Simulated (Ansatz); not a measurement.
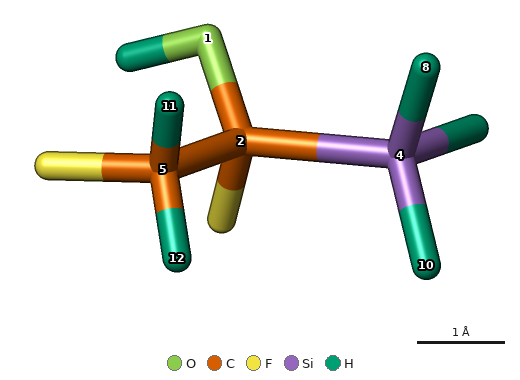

This is the input geometry for a relaxation of C$_{2}$H$_{6}$F$_{2}$OSi (coarse preliminary run). A stick model, seen from a free direction.

The start comes from a force field.

These are results of RKS PBE-D4/def2-SVP (Ansatz 0.2.0), not measurements.

Input file:
```yaml
crystal:
  periodic: [false, false, false]
  atoms:
    - {symbol: O, position_ang: [-1.602000, -0.045200, 0.649500]}
    - {symbol: C, position_ang: [-0.238600, 0.013200, 0.418800]}
    - {symbol: F, position_ang: [0.269400, 0.107400, 1.659000]}
    - {symbol: Si, position_ang: [0.571800, -1.509500, -0.395900]}
    - {symbol: C, position_ang: [0.127000, 1.293900, -0.352900]}
    - {symbol: F, position_ang: [-0.402300, 2.385800, 0.334000]}
    - {symbol: H, position_ang: [-1.764100, 0.717700, 1.289600]}
    - {symbol: H, position_ang: [0.015000, -1.663600, -1.785300]}
    - {symbol: H, position_ang: [0.209200, -2.750700, 0.409500]}
    - {symbol: H, position_ang: [1.978500, -1.386300, -0.493000]}
    - {symbol: H, position_ang: [-0.312800, 1.317000, -1.321800]}
    - {symbol: H, position_ang: [1.225800, 1.465100, -0.377500]}
basis:
  gaussian: {orbitals: def2-SVP}
hamiltonian: {xc: pbe, dispersion: d4}
relax: {f_tol: 0.03, max_steps: 200}
```

Launched with:
```bash
ansatz run in.yaml --threads 4 --pin off --events-out ev --progress --plain --max-ram 10444MiB
```

### Where does the relaxation end?

After 7 accepted moves (8 points after the start) the energy has fallen by 12.1 kcal/mol. The largest force component goes from 2.3 to 0.023 eV/Å. The line search rejected the trial step at point 3 of the run. The atom that moves furthest after the best rigid fit is H7 (0.37 Å). Largest moves by element: H 0.37 Å, F 0.29 Å, O 0.13 Å, C 0.11 Å, Si 0.10 Å. Among the contacts that change: Si4–H10 1.415 → 1.503 Å, C2–F3 1.344 → 1.424 Å, C5–H11 1.064 → 1.112 Å, C2–Si4 1.908 → 1.934 Å. Among the angles between lasting bonds that change: O1–C2–Si4 117.1° → 108.4°, O1–C2–F3 102.8° → 110.0°, Si4–C2–C5 110.4° → 115.6°. Groups turn about O1–C2 by about 30°.

History of the run:

```
step  E − E(0), kcal/mol  largest force component, eV/Å      note
   0                0.00                         2.3228          
   1               -9.26                         0.8504          
   2              -11.22                         0.7020          
   3               -9.97                         2.4425  rejected
   4              -11.89                         0.1980          
   5              -12.01                         0.0780          
   6              -12.05                         0.0510          
   7              -12.06                         0.0346          
   8              -12.06                         0.0229
```

The structure at the end:

```xyz
12

O    -1.5042   -0.1116    0.6949
C    -0.1504    0.0341    0.4641
F     0.5532    0.0834    1.7015
Si    0.4922   -1.5609   -0.4210
C     0.1342    1.3498   -0.2574
F    -0.6467    2.3504    0.3259
H    -1.8397    0.7823    0.9308
H    -0.1896   -1.7267   -1.7508
H     0.1923   -2.7239    0.4736
H     1.9745   -1.4281   -0.6302
H    -0.1447    1.2722   -1.3316
H     1.2058    1.6240   -0.1658
```

The end point in the same view:

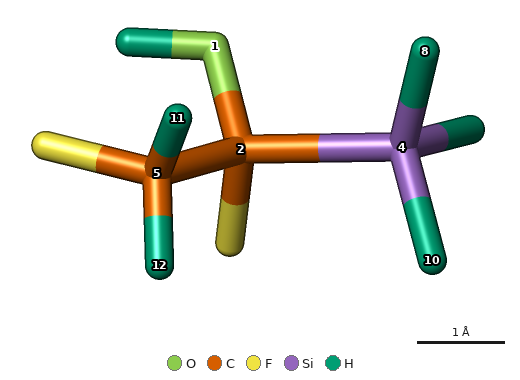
